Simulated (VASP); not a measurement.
# GaN with AM05: from relaxation to properties, part 7 of 8

Aim: relax GaN with AM05, compute its properties on that cell and hold them against experiment. The start is a cell from a database of measured crystal structures.

VASP 6.6.1, plane waves and PAW; the level of theory is named at each step.

Still holding for the runs below: Spin-orbit coupling is off here; it would split degenerate levels.

So far, gap on the k-mesh (eV): 2.02 in steps 2, 3, 6, 9 and 10. The relaxed cell has a = 3.180, c = 5.177 Å (conventional setting).

The database entry behind the starting cell differs from later determinations by our own check (thin film, about 0.3 % long), so it need not match the best structure at ambient conditions.

**12. Starting orbitals for the hybrid**

This step: AM05; plane waves and PAW (Ga_d, N) (VASP 6.6.1).

A hybrid converges badly from random orbitals, so a cheap semilocal run writes a WAVECAR on the same mesh first.

Input file INCAR:

```
SYSTEM = GaN
PREC = Accurate
ENCUT = 520
EDIFF = 1E-05
NELM = 100
ISMEAR = 0
SIGMA = 0.05
LREAL = .FALSE.
ALGO = Normal
GGA = AM
NBANDS = 24
LORBIT = 11
LWAVE = .TRUE.
LCHARG = .FALSE.
KPAR = 4
```

Input file POSCAR:

```
GaN
1.0
    3.1804015281      0.0000000000      0.0000000000
   -1.5902007640      2.7543085176      0.0000000000
    0.0000000000      0.0000000000      5.1773553217
Ga N
2 2
Direct
    0.6666666667      0.3333333333      0.5915912693
    0.3333333333      0.6666666667      0.0915912693
    0.6666666667      0.3333333333      0.9684087307
    0.3333333333      0.6666666667      0.4684087307
```

Input file KPOINTS:

```
Automatic mesh
0
Gamma
5 5 3
0 0 0
```

The projector-augmented-wave data sets are Ga_d and N (PBE family, release 64).

The run is started by

```
> mpirun -np 4 vasp_std
```

The program printed:

```text
[... set-up lines as in an earlier step ...]
 entering main loop
       N       E                     dE             d eps       ncg     rms          rms(c)
DAV:   1     0.269364404632E+03    0.26936E+03   -0.18244E+04   528   0.279E+03
DAV:   2     0.415114122816E+01   -0.26521E+03   -0.25469E+03   536   0.501E+02
DAV:   3    -0.279644968487E+02   -0.32116E+02   -0.31823E+02   584   0.142E+02
DAV:   4    -0.289023047924E+02   -0.93781E+00   -0.93550E+00   584   0.276E+01
DAV:   5    -0.289287642463E+02   -0.26459E-01   -0.26456E-01   576   0.408E+00    0.102E+01
DAV:   6    -0.253252796761E+02    0.36035E+01   -0.10637E+01   848   0.516E+01    0.314E+00
DAV:   7    -0.253998723461E+02   -0.74593E-01   -0.14005E+00   512   0.888E+00    0.268E+00
DAV:   8    -0.253915812299E+02    0.82911E-02   -0.22320E-01   824   0.670E+00    0.101E+00
DAV:   9    -0.253685959974E+02    0.22985E-01   -0.88284E-02   832   0.500E+00    0.314E-01
DAV:  10    -0.253696585114E+02   -0.10625E-02   -0.47861E-03   536   0.682E-01    0.930E-02
DAV:  11    -0.253694367957E+02    0.22172E-03   -0.16334E-03   752   0.737E-01    0.387E-02
DAV:  12    -0.253694517623E+02   -0.14967E-04   -0.17838E-04   520   0.103E-01    0.304E-02
DAV:  13    -0.253694537888E+02   -0.20264E-05   -0.83504E-05   536   0.114E-01
   1 F= -.25369454E+02 E0= -.25369454E+02  d E =-.199969E-17
 writing wavefunctions
```

Elapsed: 7 s, on 4 MPI ranks of AMD EPYC 7R43, shared host; peak memory 0.45 GiB; 20 s of CPU time.

From OUTCAR (step 12):

```text
   k-points           NKPTS =     10   k-points in BZ     NKDIM =     10   number of bands    NBANDS=     24

   NELECT =      36.0000    total number of electrons

 E-fermi :   5.6072

 k-point     1 :       0.0000    0.0000    0.0000
  band No.  band energies     occupation
    ...
     14       4.2630      2.00000
     15       4.2630      2.00000
     16       5.2796      2.00000
     17       5.3176      2.00000
     18       5.3176      2.00000
     19       7.3309      0.00000
     20       9.5980      0.00000
     21      14.5265      0.00000
     22      15.1703      0.00000
     23      15.1703      0.00000
    ...

  Total       -0.0058653     -0.0058653      0.0009463     -0.0000000     -0.0000000      0.0000000
  in kB       -0.2072036     -0.2072036      0.0334309     -0.0000000     -0.0000000      0.0000000
  external PRESSURE =      -0.1269921 kB  Pullay stress =       0.0000000 kB

 POSITION                                       TOTAL-FORCE (eV/Angst)
 -----------------------------------------------------------------------------------
      1.59020      0.91810      3.06288         0.000000      0.000000      0.000356
     -0.00000      1.83621      0.47420        -0.000000     -0.000000      0.000356
      1.59020      0.91810      5.01380         0.000000     -0.000000     -0.000356
     -0.00000      1.83621      2.42512        -0.000000      0.000000     -0.000356
 -----------------------------------------------------------------------------------
    total drift:                               -0.000001     -0.000002      0.000748

  FREE ENERGIE OF THE ION-ELECTRON SYSTEM (eV)
  ---------------------------------------------------
  free  energy   TOTEN  =       -25.3694537888 eV

  energy  without entropy=      -25.3694537888  energy(sigma->0) =      -25.36945379

[... 7 parts as in an earlier step ...]

[... 9 further parts left out ...]
```

A gap read on the k-mesh alone can miss the band edges.

This step gave:

```
SCF cycles                     : 13
bands                          : 24
irreducible k-points           : 10
free energy (TOTEN)            : -25.37 eV
Fermi energy                   : 5.607 eV
pressure                       : -0.01270 GPa
gap on the k-mesh              : 2.013 eV
least direct gap on the k-mesh : 2.013 eV
```

**13. Band structure (HSE06)**

This step: HSE06; plane waves and PAW (Ga_d, N) (VASP 6.6.1).

HSE06 mixes in a quarter of exact exchange at short range, at far higher cost; in semiconductors this cures much of the gap error, while metals seldom gain.

Input file INCAR:

```
SYSTEM = GaN
PREC = Accurate
ENCUT = 520
EDIFF = 1E-06
NELM = 100
ISMEAR = 0
SIGMA = 0.05
LREAL = .FALSE.
ALGO = Normal
LHFCALC = .TRUE.
AEXX = 0.25
GGA = PE
HFSCREEN = 0.2
LASPH = .TRUE.
NBANDS = 24
PRECFOCK = Fast
LORBIT = 11
LWAVE = .FALSE.
LCHARG = .FALSE.
KPAR = 4
```

POSCAR is that of step 12.

KPOINTS is that of step 12.

Input file KPOINTS_OPT:

```
Line mode
6
Line-mode
Reciprocal
  0.00000000   0.00000000   0.00000000 GAMMA
  0.50000000   0.00000000   0.00000000 M

  0.50000000   0.00000000   0.00000000 M
  0.33333333   0.33333333   0.00000000 K

  0.33333333   0.33333333   0.00000000 K
  0.00000000   0.00000000   0.00000000 GAMMA

  0.00000000   0.00000000   0.00000000 GAMMA
  0.00000000   0.00000000   0.50000000 A

  0.00000000   0.00000000   0.50000000 A
  0.50000000   0.00000000   0.50000000 L

  0.50000000   0.00000000   0.50000000 L
  0.33333333   0.33333333   0.50000000 H

  0.33333333   0.33333333   0.50000000 H
  0.00000000   0.00000000   0.50000000 A

  0.50000000   0.00000000   0.50000000 L
  0.50000000   0.00000000   0.00000000 M

  0.33333333   0.33333333   0.00000000 K
  0.33333333   0.33333333   0.50000000 H
```

The run starts from files that an earlier step left in the folder.

The run is started by

```
> mpirun -np 4 vasp_std
```

The program printed:

```text
[banner, memory and clock lines left out]
running    4 mpi-ranks, on    1 nodes
 distrk:  each k-point on    1 cores,    4 groups
 distr:  one band on    1 cores,    1 groups

 POSCAR found type information on POSCAR GaN
 POSCAR found :  2 types and       4 ions
 LDA part: xc-table for (Slater+PW92), standard interpolation
 found WAVECAR, reading the header
 POSCAR, INCAR and KPOINTS ok, starting setup
 FFT: planning ... GRIDC
 FFT: planning ... GRID_SOFT
 FFT: planning ... GRID
 reading WAVECAR
 the WAVECAR file was read successfully
 initial charge from wavefunction
 entering main loop
       N       E                     dE             d eps       ncg     rms          rms(c)
DAV:   1    -0.295966610261E+02   -0.29597E+02   -0.12622E+00   616   0.312E+01    0.106E+00
DAV:   2    -0.295788935738E+02    0.17767E-01   -0.19577E-01   648   0.710E+00    0.576E-01
DAV:   3    -0.295719748692E+02    0.69187E-02   -0.35536E-02   736   0.245E+00    0.303E-01
DAV:   4    -0.295720103840E+02   -0.35515E-04   -0.46540E-03   800   0.824E-01    0.184E-01
DAV:   5    -0.295717842636E+02    0.22612E-03   -0.45148E-04   856   0.320E-01    0.970E-02
DAV:   6    -0.295717145776E+02    0.69686E-04   -0.14031E-04   656   0.102E-01    0.507E-02
DAV:   7    -0.295716910164E+02    0.23561E-04   -0.12602E-05   688   0.424E-02    0.301E-02
DAV:   8    -0.295716815140E+02    0.95024E-05   -0.29891E-06   528   0.247E-02    0.181E-02
DAV:   9    -0.295716784286E+02    0.30854E-05   -0.18859E-06   376   0.140E-02    0.114E-02
DAV:  10    -0.295716773859E+02    0.10427E-05   -0.10536E-06   336   0.833E-03    0.731E-03
DAV:  11    -0.295716769914E+02    0.39448E-06   -0.19242E-07   288   0.481E-03
   1 F= -.29571677E+02 E0= -.29571677E+02  d E =-.186530E-10
 Start KPOINTS_OPT (optional k-point list driver)
k-point batch [1-10\54]
       N       E                     dE             ncg
DAV:   1     0.966546460790E+03   -0.91635E+04      504
DAV:   2    -0.204114337382E+04   -0.30077E+04      512
DAV:   3    -0.242343118724E+04   -0.38229E+03      552
DAV:   4    -0.244215064370E+04   -0.18719E+02      656
DAV:   5    -0.244249527000E+04   -0.34463E+00      640
DAV:   6    -0.244250498823E+04   -0.97182E-02      776
DAV:   7    -0.244250518642E+04   -0.19819E-03      584
DAV:   8    -0.244250518999E+04   -0.35751E-05      464
DAV:   9    -0.244250519019E+04   -0.19846E-06      424
[...]
k-point batch [51-54\54]
       N       E                     dE             ncg
DAV:   1     0.924582872957E+04   -0.59975E+04      216
DAV:   2     0.810229496707E+04   -0.11435E+04      200
DAV:   3     0.796160096138E+04   -0.14069E+03      240
DAV:   4     0.795580895393E+04   -0.57920E+01      232
DAV:   5     0.795569210087E+04   -0.11685E+00      240
DAV:   6     0.795568748781E+04   -0.46131E-02      288
DAV:   7     0.795568743118E+04   -0.56632E-04      200
DAV:   8     0.795568743065E+04   -0.52333E-06      192
```

Run time: 30 min. Hardware: 4 MPI ranks; peak memory 0.99 GiB; 1.6 h of CPU time.

OUTCAR, selected parts (step 13):

```text
   k-points           NKPTS =     10   k-points in BZ     NKDIM =     75   number of bands    NBANDS=     24

   NELECT =      36.0000    total number of electrons

  exchange ACFDT corr.  =         0.00000000  see jH, gK, PRB 81, 115126

 E-fermi :   4.7709

 k-point     1 :       0.0000    0.0000    0.0000
  band No.  band energies     occupation
    ...
     14       3.4315      2.00000
     15       3.4315      2.00000
     16       4.5341      2.00000
     17       4.5617      2.00000
     18       4.5617      2.00000
     19       7.8281      0.00000
     20      10.3241      0.00000
     21      15.6022      0.00000
     22      16.0941      0.00000
     23      16.0941      0.00000
    ...

 POSITION                                       TOTAL-FORCE (eV/Angst)
 -----------------------------------------------------------------------------------
      1.59020      0.91810      3.06288         0.000000      0.000000     -0.013243
     -0.00000      1.83621      0.47420         0.000000      0.000000     -0.013243
      1.59020      0.91810      5.01380         0.000000      0.000000      0.013243
     -0.00000      1.83621      2.42512        -0.000000      0.000000      0.013243
 -----------------------------------------------------------------------------------
    total drift:                               -0.000004     -0.000003      0.000292

  FREE ENERGIE OF THE ION-ELECTRON SYSTEM (eV)
  ---------------------------------------------------
  free  energy   TOTEN  =       -29.5716769914 eV

  energy  without entropy=      -29.5716769914  energy(sigma->0) =      -29.57167699

[... 8 parts as in an earlier step ...]

[... 8 further parts left out ...]
```

Numbers from this step:

```
SCF cycles                        : 11
free energy (TOTEN)               : -29.57 eV
Fermi energy                      : 4.771 eV
least gap on mesh and path        : 3.266 eV
least direct gap on mesh and path : 3.266 eV
```

Electronic bands along the path, in eV, zero at the valence-band top; v1 is the highest filled band, c1 the lowest empty one:

```csv
point,v4,v3,v2,v1,c1,c2,c3,c4
Γ,-1.13,-0.03,0.00,0.00,3.27,5.76,11.04,11.53
M,-4.53,-2.98,-2.36,-1.08,6.40,7.04,7.49,10.55
K,-5.69,-3.22,-3.22,-2.97,6.35,9.71,9.71,10.01
Γ,-1.13,-0.03,0.00,0.00,3.27,5.76,11.04,11.53
A,-0.58,-0.58,-0.58,-0.58,5.74,5.74,10.14,10.14
L,-2.11,-2.11,-2.04,-2.04,5.73,5.73,9.40,9.40
H,-4.54,-4.54,-1.59,-1.59,7.95,7.95,8.76,8.76
A,-0.58,-0.58,-0.58,-0.58,5.74,5.74,10.14,10.14
jump to L,-2.11,-2.11,-2.04,-2.04,5.73,5.73,9.40,9.40
M,-4.53,-2.98,-2.36,-1.08,6.40,7.04,7.49,10.55
jump to K,-5.69,-3.22,-3.22,-2.97,6.35,9.71,9.71,10.01
H,-4.54,-4.54,-1.59,-1.59,7.95,7.95,8.76,8.76
```

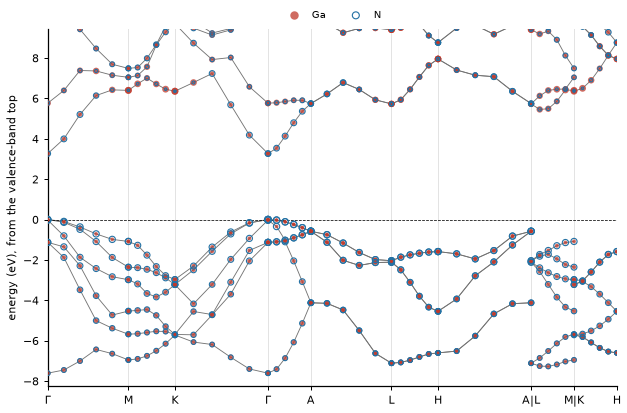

Electronic bands along the path; dots are coloured as in the legend, and their area grows with the weight.

The gap moves by +1.25 eV against AM05, which ran on another mesh.

On this path the gap is direct, 3.27 eV, with the valence top at Γ and the conduction bottom at Γ.

(Part 7 of 8 ends here.)

[Lines on the potential files, build, host, timing and source positions are cut from VASP's logs without a mark.]

[Logs are printed without paths, hosts, clocks, repeated set-up lines and the standing remarks that a program may print on its own settings, such as how far it seeks lower states.]

[Hosts, paths, dates, database ids (printed as entryN), source tags and the programs' standing remarks are cut or masked in the printed files.]

[Measured values are set beside computed ones only where the two were judged alike; some that the calculation misses by far are left out.]
